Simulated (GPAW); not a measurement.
**Property calculation, with input and output: GeH2Br**

System: GeH2Br, multiplicity 2, SMILES [GeH2][Br].
Method: PBE/real-space grid, UKS, scalar-relativistic datasets (GPAW 26.7.0).

Some settings of this run were made unusual or wrong on purpose. The geometry comes from this level: PBE0-D4/def2-TZVP.

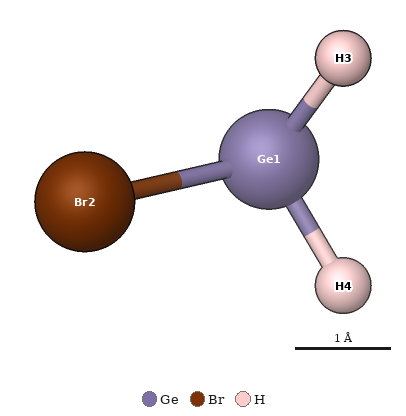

Fig. 1: The input geometry (ball-and-stick view, seen at a tilt; atoms are numbered from 1 in the order of the input). Sticks mark near contacts.

## The input (sp.py)
```python
import numpy as np
from ase.io.zmatrix import parse_zmatrix
from ase.units import Debye
from gpaw import GPAW

# Set up the molecule
zmat = """
Ge
Br 1 r2
H 1 r3 2 a3
H 1 r4 3 a4 2 d4
"""
values = dict(r2=2.308009, r3=1.545933, a3=107.0994, r4=1.545872, a4=111.8313, d4=-117.04209)
atoms = parse_zmatrix(zmat, defs=values)
atoms.center(vacuum=2.3)
atoms.set_initial_magnetic_moments([0.5, 0.5, 0.0, 0.0])

# Ground state
calc = GPAW(mode='fd',
            occupations={'name': 'fermi-dirac', 'width': 0.02, 'fixmagmom': True},
            symmetry='off',
            maxiter=66,
            h=0.2,
            xc='PBE',
            txt='-')
atoms.calc = calc

energy = atoms.get_potential_energy()
print(f'Energy                  {energy:.5f} eV')
forces = atoms.get_forces()
print('Forces (eV/Ang)')
for symbol, f in zip(atoms.symbols, forces):
    print(f'{symbol:2} {f[0]:9.4f} {f[1]:9.4f} {f[2]:9.4f}')
dipole = atoms.get_dipole_moment() / Debye
print(f'Dipole: {np.linalg.norm(dipole):.3f} D')
```

Launched with:
```bash
python sp.py > sp.log
```

## Output
```
__  _  _
 | _ |_)|_||  |
 |__||  | ||/\| - 26.7.0

units:  Angstrom and eV
cores:  1
OpenMP: False

Versions:
  Python: 3.12.14
  ASE:    3.29.0
  Numpy:  2.5.5
  Scipy:  1.18.1
  Libxc:  7.0.0

        _gpaw.cpython-312-aarch64-linux-gnu.so

Input parameters:
  mode=FD(),
  h=0.2,
  maxiter=66,
  occupations=Occupations(name='fermi-dirac', width=0.02, fixmagmom=True),
  symmetry=Symmetry(point_group=False, time_reversal=False),
  xc=XC(name='PBE')

Diagonalizing LCAO Hamiltonian
Converting LCAO to fd mode
     .-----------------.
    /|                 |
   / |                 |
  /  |                 |
 *   |   H             |
 |   |    Ge   Br      |
 |   |                 |
 |   .--H--------------.
 |  /                 /
 | /                 /
 |/                 /
 *-----------------*

Atoms  # Å, Bohr magnetons
|   | symbol |        x |        y |        z |    initial magnetic moments |
|---|--------|----------|----------|----------|-----------------------------|
| 0 |     Ge | 2.754551 | 3.041290 | 3.578121 | ( 0.0000,  0.0000,  0.5000) |
| 1 |     Br | 5.062560 | 3.041290 | 3.578121 | ( 0.0000,  0.0000,  0.5000) |
| 2 |      H | 2.300000 | 4.518887 | 3.578121 | ( 0.0000,  0.0000,  0.0000) |
| 3 |      H | 2.300002 | 2.300000 | 2.300000 | ( 0.0000,  0.0000,  0.0000) |

Unit cell  # Å
| periodic |        x |        y |        z |  lengths |    angles |
|----------|----------|----------|----------|----------|-----------|
|       no | 7.362560 | 0.000000 | 0.000000 | 7.362560 | 90.000000 |
|       no | 0.000000 | 6.818887 | 0.000000 | 6.818887 | 90.000000 |
|       no | 0.000000 | 0.000000 | 5.878121 | 5.878121 | 90.000000 |

Number of symmetries: 1
Symmetry operations  # r_c * U_cc + t_c -> r_c
|   | kind |            matrix            |
|---|------|------------------------------|
| 0 |  E   |  1, 0, 0,  0, 1, 0,  0, 0, 1 |

BZ-sampling:
  Number of BZ points: 1
  Number of IBZ points: 1

  Monkhorst-Pack size: [1, 1, 1]
  Monkhorst-Pack shift: [0, 0, 0]

K-points  # in reciprocal-cell coordinates
|   |                                coordinates |     weight |
|---|--------------------------------------------|------------|
| 0 | (  0.00000000,   0.00000000,   0.00000000) | 1.00000000 |

Uniform wave function grid shape: (np.int64(35), np.int64(35), np.int64(27))
Spin-components: 2 (collinear spins)
Bands:           10
Projectors:      16
Spin-degeneracy: 1
Datatype:        float64

  Storage: CPU
  Wave functions: 5_292_000 bytes (5_292_000 per core)

Parallelization:
  kpt:    1
  domain: 1
  band:   1

Density:
  Valence electrons: 13.0
  Components: 2
  Grid points: [36 36 28]
  Charge: 0.0  # |e|

Potential:
  Grid points: [36 36 28]

species:
  Ge:
    name:    Germanium
    Z:       32.0
    valence: 4
    core:    28
    charge:  0.0  # [|e|]
    file:    Ge.PBE.gz
    compensation charges:
      type: gauss
      rc: 0.32  # [Å]
      lmax: 2
    cutoffs:
      filter: 1.77  # [Å]
      core: 3.42  # [Å]
    projectors
    | kind |    occ | energy [eV] | rcut [Å] |
    |------|--------|-------------|----------|
    |   4s |  2.000 |     -11.726 |    1.005 |
    |   4p |  2.000 |      -3.896 |    1.005 |
    |    s |        |      15.485 |    1.005 |
    |    p |        |      23.315 |    1.005 |
    |    d |        |       0.000 |    1.005 |

    Using partial waves for Ge as LCAO basis

  Br:
    name:    Bromine
    Z:       35.0
    valence: 7
    core:    28
    charge:  0.0  # [|e|]
    file:    Br.PBE.gz
    compensation charges:
      type: gauss
      rc: 0.35  # [Å]
      lmax: 2
    cutoffs:
      filter: 1.98  # [Å]
      core: 2.38  # [Å]
    projectors
    | kind |    occ | energy [eV] | rcut [Å] |
    |------|--------|-------------|----------|
    |   4s |  2.000 |     -20.121 |    1.111 |
    |   4p |  5.000 |      -7.861 |    1.111 |
    |    s |        |       7.091 |    1.111 |
    |    p |        |      19.351 |    1.111 |
    |    d |        |       0.000 |    1.111 |

    Using partial waves for Br as LCAO basis

  H:
    name:    Hydrogen
    Z:       1.0
    valence: 1
    core:    0
    charge:  0.0  # [|e|]
    file:    H.PBE.gz
    compensation charges:
      type: gauss
      rc: 0.15  # [Å]
      lmax: 2
    cutoffs:
      filter: 0.85  # [Å]
      core: 0.53  # [Å]
    projectors
    | kind |    occ | energy [eV] | rcut [Å] |
    |------|--------|-------------|----------|
    |   1s |  1.000 |      -6.494 |    0.476 |
    |    s |        |      20.717 |    0.476 |
    |    p |        |       0.000 |    0.476 |

    Using partial waves for H as LCAO basis

Reference energy: -128024.865906  # eV

eigensolver:
  PPCG
  Converge bands: occupied
  niter=2

density mixing:
  MSR1-Mixer
  Pratt-step length: 0.05
  Maximum mixing coefficient: 0.75
  Old densities: 10
  SVD Regularization: 0.005
  Good broyden scale: 1.0
  Trust region scale: 1.0
  Backstep threshold: 4.0
  History deletion threshold: 6.0
  Fourier metric: weight=20.0, sigma=0.015

occupation numbers:
  Fixed magnetic moment: 1.000
  Fermi-Dirac:
    width: 0.0200  # eV

FastPoissonSolver using
    Stencil: 6*3+1=19 point O(h^6) finite-difference Laplacian
    FFT axes: []
    FST axes: [np.int64(2), np.int64(0), np.int64(1)]

xc functional:
  name: PBE with 2 nearest neighbor stencil
interpolation: tri-quintic # 5. degree polynomial

Initialization done in: 0.883 s

convergence criteria:
- Maximum [total energy] change in last 3 cyles: 0.0005 eV / valence electron
- Maximum integral of absolute [dens]ity change: 0.0001 electrons / valence electron
- Maximum integral of absolute [eigenst]ate change: 4e-08 eV^2 / valence electron
maximum number of iterations: 66

SCF iterations
|iter     |     time |      energy | eigst |  dens |  magmom |
|---------|----------|-------------|-------|-------|---------|
|iter:   1| 00:00:01 |  -11.124623 | +0.77 |       |  +0.9876|
|iter:   2| 00:00:01 |  -11.112530 | -0.30 | -0.65 |  +0.9882|
|iter:   3| 00:00:02 |  -10.820547 | -0.18 | -0.67 |  +0.9969|
|iter:   4| 00:00:02 |  -10.825519 | -0.64 | -1.17 |  +0.9989|
|iter:   5| 00:00:03 |  -10.829202 | -1.64 | -1.56 |  +0.9994|
|iter:   6| 00:00:03 |  -10.833466 | -2.35 | -1.82 |  +0.9999|
|iter:   7| 00:00:04 |  -10.834167c| -3.04 | -2.39 |  +1.0000|
|iter:   8| 00:00:04 |  -10.834196c| -4.00 | -2.97 |  +1.0000|
|iter:   9| 00:00:05 |  -10.834204c| -4.64 | -3.54 |  +1.0000|
|iter:  10| 00:00:05 |  -10.834201c| -5.35 | -3.87 |  +1.0000|
|iter:  11| 00:00:06 |  -10.834200c| -6.08 | -4.52c|  +1.0000|
|iter:  12| 00:00:06 |  -10.834199c| -6.76 | -4.81c|  +1.0000|
|iter:  13| 00:00:07 |  -10.834199c| -7.39 | -5.37c|  +1.0000|
|iter:  14| 00:00:07 |  -10.834199c| -7.90c| -5.70c|  +1.0000|

Converged in 14 steps
SCF loop duration: 6.485 s (0.463 s/step)
Energy contributions relative to reference atoms: (reference = -128024.865906)

Energy contributions:
  Kinetic:          31.284579
  Coulomb:         -28.735995
  Zero:             -0.027186
  External:          0.000000
  Xc:              -13.355598
  Entropy:          -0.000000
  Spinorbit:         0.000000
  ----------------------------
  Free energy:     -10.834199
  Extrapolated:    -10.834199

dipole moment: (-0.310910, -0.033960, 0.228836)  # |e|*Ang

Total magnetic moment: (0.000000, 0.000000, 1.000000)

Local magnetic moments
|        x |        y |        z |
|----------|----------|----------|
| 0.000000 | 0.000000 | 0.230765 |  # Ge   0
| 0.000000 | 0.000000 | 0.080167 |  # Br   1
| 0.000000 | 0.000000 | 0.021412 |  # H    2
| 0.000000 | 0.000000 | 0.026812 |  # H    3

Fermi levels: -3.126, -5.449
Eigenvalues  # (at kpt = [0.000, 0.000, 0.000])
| band index |      eig [eV] | occ [0-1] |      eig [eV] | occ [0-1] |
|------------|---------------|-----------|---------------|-----------|
|          0 |       -19.397 |     1.000 |       -19.292 |     1.000 |
|          1 |       -13.443 |     1.000 |       -13.011 |     1.000 |
|          2 |        -8.671 |     1.000 |        -8.396 |     1.000 |
|          3 |        -8.421 |     1.000 |        -8.227 |     1.000 |
|          4 |        -7.052 |     1.000 |        -6.830 |     1.000 |
|          5 |        -6.545 |     1.000 |        -6.465 |     1.000 |
|          6 |        -4.720 |     1.000 |        -3.471 |     0.000 |
|          7 |        -0.555 |     0.000 |        -0.235 |     0.000 |
|          8 |         0.828 |     0.000 |         1.151 |     0.000 |
|          9 |         1.545 |     0.000 |         2.026 |     0.000 |

Gap: 2.916 eV
Transition (v -> c):
  (s=1, k=0, n=6, [0.00, 0.00, 0.00]) -> (s=0, k=0, n=7, [0.00, 0.00, 0.00])
No difference between direct/indirect transitions
vacuum-level: 0.000  # V
Energy                  -10.83420 eV

Forces  # eV/Ang
|        x |        y |        z |
|----------|----------|----------|
| -0.03221 | -0.17577 | -0.47142 |  # Ge   0
| -0.43054 |  0.10125 | -0.98871 |  # Br   1
|  0.00192 |  0.21471 | -0.08193 |  # H    2
| -0.00120 | -0.00977 | -0.30638 |  # H    3

Force computation time: 0.052  # s
Forces (eV/Ang)
Ge   -0.0322   -0.1758   -0.4714
Br   -0.4305    0.1012   -0.9887
H     0.0019    0.2147   -0.0819
H    -0.0012   -0.0098   -0.3064
Dipole: 1.861 D
```

## What the run reported

```tsv
quantity	value
outcome	converged
energy relative to the program's reference atoms	−10.8342 eV
largest force	1.083 eV/Å
dipole moment	1.86 D
hardware	1 thread of Arm Neoverse V1, 112 GiB of memory available, shared host
wall time	8.2 s
peak memory	0.2 GiB
```

Some settings of this run were drawn to be unusual or wrong (vacuum set to 2.3 (from 1.3)). It converged; results that depend on the unusual settings are not reference values.
